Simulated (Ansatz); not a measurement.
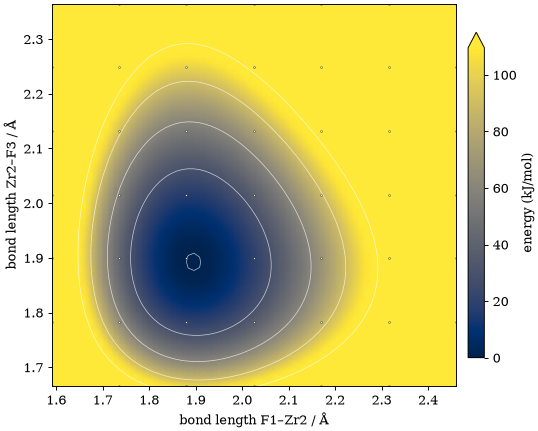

Br₂F₂Zr, SMILES [F][Zr]([F])([Br])[Br]. 
- Coordinates scanned: (1) bond length F1–Zr2; (2) bond length Zr2–F3.
- Nothing is relaxed (all other coordinates rigid).
- Grid: 7 × 7 points.
- Energies are in kJ/mol, from the lowest grid point.
- Computed with RKS B3LYP-D4/def2-SVP in Ansatz 0.2.0.

Drawn: a smooth colour map with a few white contour lines, dots at the grid points, one colour for all values above the top of the scale. Between grid points the surface is interpolated.

**Where is the minimum, and how stiff is the well along each coordinate?**

The interpolated minimum is at bond length F1–Zr2 ≈ 1.892 Å, bond length Zr2–F3 ≈ 1.891 Å. The curvatures there are about 27 eV/Å² and 28 eV/Å², with a cross term of about 1 eV/Å². Round the minimum the contours are nearly round: the two directions are equally stiff and uncoupled. (1 eV is 96.5 kJ/mol.)
